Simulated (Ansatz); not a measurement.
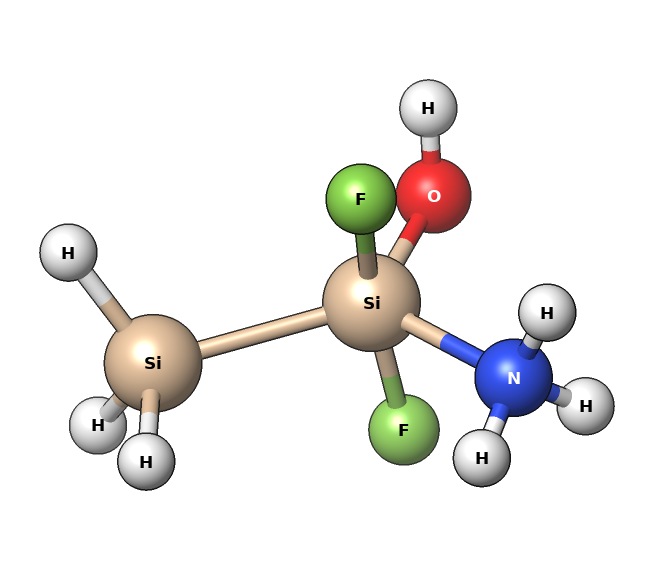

Every bond is drawn as one stick, whatever its order.

Identify the structure.

Formula F₂H₇NOSi₂. Coordination, clear cases only: 1 Si tetrahedral; 1 O bent; 1 N tetrahedral.

The parts below concern this one geometry. Atoms keep their numbers from picture to picture. Computed geometry: PBE0-D4/def2-TZVP optimisation.

**Electronic properties**

Method: RKS PBE0-D4/def2-TZVP (Ansatz 0.2.0).

> What is the dispersion correction?

−24.1 kJ/mol.

> Estimate the dipole moment.

5.36 D.

**Vibrations**

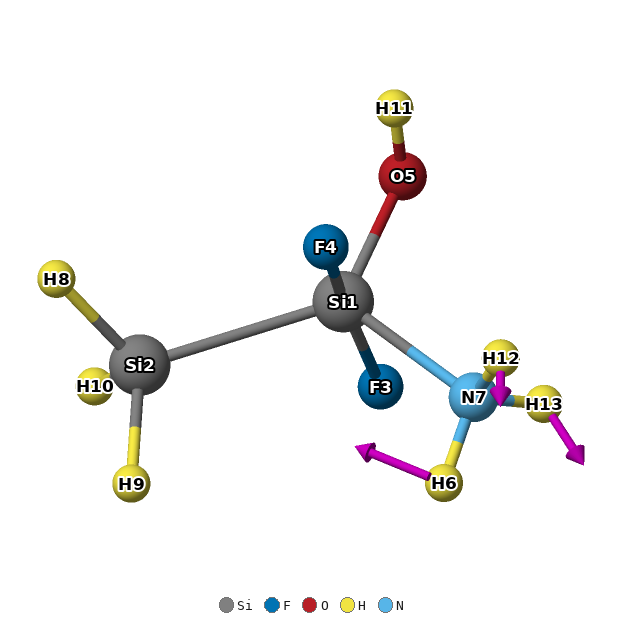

The arrows show one normal mode. Harmonic vibrations computed with RKS PBE0-D4/def2-TZVP (Ansatz 0.2.0) at a stationary point of the same level.

> Describe the motion.

Mostly H–N–Si bending.

> Estimate its harmonic wavenumber.

726 cm⁻¹; it is mode 16 of 33 counted from the lowest.

**Charges**

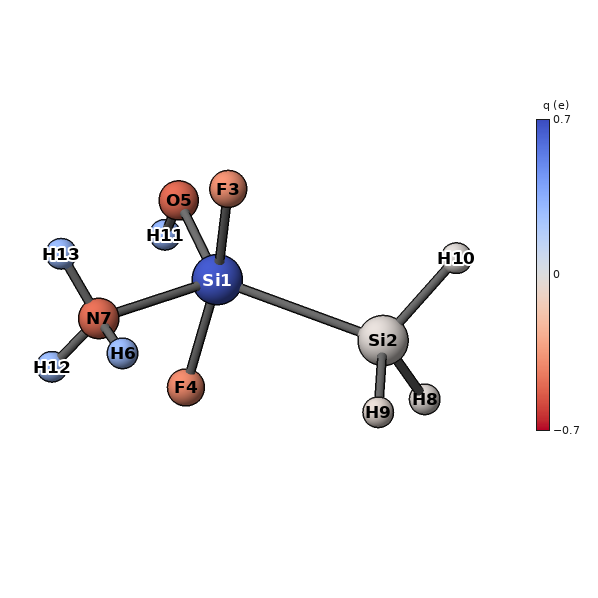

Atoms are coloured by their Mulliken charges. Properties computed with RKS PBE0-D4/def2-TZVP (Ansatz 0.2.0).

List the Mulliken charges.

```csv
atom,value (e)
Si1,0.65
Si2,−0.03
F3,−0.38
F4,−0.40
O5,−0.49
H6,0.29
N7,−0.48
H8,−0.02
H9,−0.04
H10,−0.02
H11,0.32
H12,0.29
H13,0.30
```

Mulliken values depend strongly on the basis set and can even reverse the polarity of a bond.
